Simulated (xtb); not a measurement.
**HfNH3OF2: geometry relaxation (part 1 of 4)**

The run: geometry relaxation of HfNH3OF2. Method and program: GFN-FF (xtb 6.7.1).

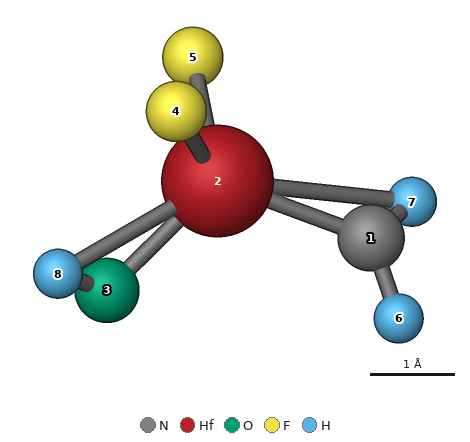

The starting structure (ball-and-stick view, seen at a tilt; atoms are numbered from 1 in the order of the input). Sticks mark near contacts.

Input file (start.xyz)
```
8
start
N     -0.82637     0.03103    -1.42504
Hf     0.35022     0.06727     0.18758
O      0.33434    -1.49271     1.20277
F      2.22362     0.22206     0.11419
F     -0.21131     1.76676     1.18868
H     -1.24777    -0.78408    -1.86995
H     -1.50705     0.79067    -1.50830
H      1.24167    -1.68257     1.47301
```

Machine: 1 thread of Arm Neoverse V1, 24 GiB of memory available, shared host.

Run as:
```bash
xtb --ohess normal --gff --chrg 0 --parallel 1 -- start.xyz > run.log 2> xtb.err
```

What the program printed
```
* xtb version 6.7.1
   ID    Z sym.   atoms
    1    7 N      1
    2   72 Hf     2
    3    8 O      3
    4    9 F      4, 5
    5    1 H      6-8

           -------------------------------------------------
          |                Calculation Setup                |
           -------------------------------------------------

          program call               : xtb --ohess normal --gff --chrg 0 --parallel 1 -- start.xyz
          coordinate file            : start.xyz
          omp threads                :                     1

          ==================== Thresholds ====================
          CN  :   150.00000
          rep :   500.00000
          disp:  2500.00000
          HB1 :   250.00000
          HB2 :   450.00000

          Pauling EN used:
          Z : 1  EN :  2.20
          Z : 7  EN :  3.04
          Z : 8  EN :  3.44
          Z : 9  EN :  3.98
          Z :72  EN :  1.30
          electric field strengths (au): 0.000

           -------------------------------------------------
          |           Force Field Initialization            |
           -------------------------------------------------

          distances ...
          ----------------------------------------
          generating topology and atomic info file ...
          pair mat ...
          computing topology distances matrix with Floyd-Warshall algo ...
          making topology EEQ charges ...
          #fragments for EEQ constrain: 1
          ----------------------------------------
          generating topology and atomic info file ...
          pair mat ...
          computing topology distances matrix with Floyd-Warshall algo ...
          making topology EEQ charges ...
          #fragments for EEQ constrain: 1
          rings ...
          # BATM   22
          # H in HB   3

  atom   neighbors  erfCN metchar sp-hybrid imet pi  qest     coordinates
    1  N       3    2.79   0.00         2    0    0  -0.286   -1.561613    0.058638   -2.692935
    2  Hf      4    3.71   0.20         3    2    0   0.504    0.661820    0.127122    0.354475
    3  O       2    1.92   0.00         3    0    0  -0.397    0.631811   -2.820813    2.272906
    4  F       1    0.98   0.00         0    0    0  -0.230    4.202033    0.419633    0.215788
    5  F       1    0.97   0.00         0    0    0  -0.230   -0.399318    3.338693    2.246280
    6  H       1    0.99   0.01         0    0    0   0.182   -2.357944   -1.481696   -3.533693
    7  H       1    1.02   0.02         0    0    0   0.182   -2.847912    1.494150   -2.850274
    8  H       1    1.29   0.05         0    0    0   0.276    2.346416   -3.179596    2.783585

          #atoms :   8
          #bonds :   7
          #angl  :   10
          #tors  :   10
          #nmol  :   1
          #optfrag :   1
           -------------------------------------------------
          |                   G F N - F F                   |
          |          A general generic force-field          |
          |                  Version 1.0.3                  |
           -------------------------------------------------
          Number of HB bonds (bound hydrogen)     9
          Number of HB bonds (unbound hydrogen)   9
          Number of XB bonds                      0

 E+G (total)                   0 d,  0 h,  0 min,  0.000 sec
 distance/D3 list               ...        0 min,  0.000 sec (  1.034%)
 non bonded repulsion           ...        0 min,  0.000 sec (  4.575%)
 dCN                            ...        0 min,  0.000 sec (  7.113%)
 EEQ energy and q               ...        0 min,  0.000 sec (  8.851%)
 D3                             ...        0 min,  0.000 sec (  7.172%)
 EEQ gradient                   ...        0 min,  0.000 sec (  2.589%)
 bonds                          ...        0 min,  0.000 sec (  7.366%)
 bend and torsion               ...        0 min,  0.000 sec ( 10.444%)
 bonded ATM                     ...        0 min,  0.000 sec (  2.764%)
 HB/XB (incl list setup)        ...        0 min,  0.000 sec ( 38.726%)

         :::::::::::::::::::::::::::::::::::::::::::::::::::::
         ::                     SUMMARY                     ::
         :::::::::::::::::::::::::::::::::::::::::::::::::::::
         :: total energy              -1.250686711591 Eh    ::
         :: gradient norm              0.076275131131 Eh/a0 ::
         ::.................................................::
         :: bond energy               -1.073432962567 Eh    ::
         :: angle energy               0.006533516092 Eh    ::
         :: torsion energy             0.004344297309 Eh    ::
         :: repulsion energy           0.044422666659 Eh    ::
         :: electrostat energy        -0.230277154576 Eh    ::
         :: dispersion energy         -0.002264962830 Eh    ::
         :: HB energy                 -0.000000076996 Eh    ::
         :: XB energy                  0.000000000000 Eh    ::
         :: bonded atm energy         -0.000012034682 Eh    ::
         :: external energy            0.000000000000 Eh    ::
         :: add. restraining           0.000000000000 Eh    ::
         :: total charge              -0.000000000000 e     ::
         :::::::::::::::::::::::::::::::::::::::::::::::::::::

      -----------------------------------------------------------
     |                   =====================                   |
     |                        A N C O P T                        |
     |                   =====================                   |
     |               Approximate Normal Coordinate               |
     |                Rational Function Optimizer                |
      -----------------------------------------------------------

          ...................................................
          :                      SETUP                      :
          :.................................................:
          :   optimization level            normal          :
          :   max. optcycles                   200          :
          :   ANC micro-cycles                  20          :
          :   degrees of freedom                18          :
          :.................................................:
          :   RF solver                   davidson          :
          :   write xtbopt.log                true          :
          :   linear?                        false          :
          :   energy convergence         0.5000000E-05 Eh   :
          :   grad. convergence          0.1000000E-02 Eh/α :
          :   maximum RF displ.          1.0000000          :
          :   Hlow (freq-cutoff)         0.1000000E-01      :
          :   Hmax (freq-cutoff)         5.0000000          :
          :   S6 in model hess.         20.0000000          :
          ...................................................

generating ANC from exact Hessian ...
Using GFN-FF Lindh-Hessian
 Shifting diagonal of input Hessian by    9.6179450369500725E-003
 Lowest  eigenvalues of input Hessian
    0.000000    0.000000    0.000000    0.000000    0.000000    0.000000
    0.010000    0.015382    0.018427    0.025357    0.028560    0.035759
    0.041271    0.071017    0.106881    0.132394    0.282781    0.389079
 Highest eigenvalues
    0.468393    0.757721    0.857284    1.410324    1.437175    1.463878

........................................................................
.............................. CYCLE    1 ..............................
........................................................................
 * total energy  :    -1.2506867 Eh     change        0.0000000E+00 Eh
   gradient norm :     0.0762751 Eh/α   predicted     0.0000000E+00 (   0.00%)
   displ. norm   :     0.2369765 α      lambda       -0.9131982E-02
   maximum displ.:     0.1196144 α      in ANC's #6, #5, #8, ...

........................................................................
.............................. CYCLE    2 ..............................
........................................................................
 * total energy  :    -1.2579724 Eh     change       -0.7285727E-02 Eh
   gradient norm :     0.0470108 Eh/α   predicted    -0.4822405E-02 ( -33.81%)
   displ. norm   :     0.3570971 α      lambda       -0.8319949E-02
   maximum displ.:     0.2080231 α      in ANC's #6, #5, #2, ...

........................................................................
.............................. CYCLE    3 ..............................
........................................................................
 * total energy  :    -1.2628858 Eh     change       -0.4913405E-02 Eh
   gradient norm :     0.0202100 Eh/α   predicted    -0.4690446E-02 (  -4.54%)
   displ. norm   :     0.1935825 α      lambda       -0.1273002E-02
   maximum displ.:     0.1269423 α      in ANC's #6, #5, #3, ...

........................................................................
.............................. CYCLE    4 ..............................
........................................................................
 * total energy  :    -1.2638806 Eh     change       -0.9947444E-03 Eh
   gradient norm :     0.0165455 Eh/α   predicted    -0.6603550E-03 ( -33.62%)
   displ. norm   :     0.3064821 α      lambda       -0.1632917E-02
   maximum displ.:     0.2163710 α      in ANC's #6, #2, #5, ...

........................................................................
.............................. CYCLE    5 ..............................
........................................................................
 * total energy  :    -1.2650169 Eh     change       -0.1136352E-02 Eh
   gradient norm :     0.0126435 Eh/α   predicted    -0.8931534E-03 ( -21.40%)
   displ. norm   :     0.2296345 α      lambda       -0.8368944E-03
   maximum displ.:     0.1630289 α      in ANC's #6, #2, #3, ...

........................................................................
.............................. CYCLE    6 ..............................
........................................................................
 * total energy  :    -1.2656269 Eh     change       -0.6099772E-03 Eh
   gradient norm :     0.0129466 Eh/α   predicted    -0.4405080E-03 ( -27.78%)
   displ. norm   :     0.2372636 α      lambda       -0.7860834E-03
   maximum displ.:     0.1663470 α      in ANC's #6, #2, #11, ...

........................................................................
.............................. CYCLE    7 ..............................
........................................................................
 * total energy  :    -1.2661813 Eh     change       -0.5544317E-03 Eh
   gradient norm :     0.0143361 Eh/α   predicted    -0.4151698E-03 ( -25.12%)
   displ. norm   :     0.3253112 α      lambda       -0.1072807E-02
   maximum displ.:     0.2079501 α      in ANC's #6, #2, #11, ...

........................................................................
.............................. CYCLE    8 ..............................
........................................................................
 * total energy  :    -1.2666140 Eh     change       -0.4326795E-03 Eh
   gradient norm :     0.0242599 Eh/α   predicted    -0.5931705E-03 (  37.09%)
   displ. norm   :     0.1677312 α      lambda       -0.1048434E-02
   maximum displ.:     0.1037583 α      in ANC's #1, #6, #11, ...

........................................................................
.............................. CYCLE    9 ..............................
........................................................................
 * total energy  :    -1.2672018 Eh     change       -0.5877957E-03 Eh
   gradient norm :     0.0129238 Eh/α   predicted    -0.5389657E-03 (  -8.31%)
   displ. norm   :     0.1029888 α      lambda       -0.4480233E-03
   maximum displ.:     0.0618740 α      in ANC's #4, #2, #6, ...

........................................................................
.............................. CYCLE   10 ..............................
........................................................................
 * total energy  :    -1.2674286 Eh     change       -0.2268212E-03 Eh
   gradient norm :     0.0108467 Eh/α   predicted    -0.2263878E-03 (  -0.19%)
   displ. norm   :     0.2537144 α      lambda       -0.7871843E-03
   maximum displ.:     0.1306475 α      in ANC's #6, #11, #5, ...

........................................................................
.............................. CYCLE   11 ..............................
........................................................................
 * total energy  :    -1.2673624 Eh     change        0.6622625E-04 Eh
   gradient norm :     0.0234868 Eh/α   predicted    -0.4189289E-03 (-732.57%)
   displ. norm   :     0.1959218 α      lambda       -0.8388842E-03
   maximum displ.:     0.1276305 α      in ANC's #6, #2, #11, ...

........................................................................
.............................. CYCLE   12 ..............................
........................................................................
 * total energy  :    -1.2676421 Eh     change       -0.2796817E-03 Eh
   gradient norm :     0.0134027 Eh/α   predicted    -0.4355415E-03 (  55.73%)
   displ. norm   :     0.0737929 α      lambda       -0.3703182E-03
   maximum displ.:     0.0442126 α      in ANC's #1, #3, #12, ...
```
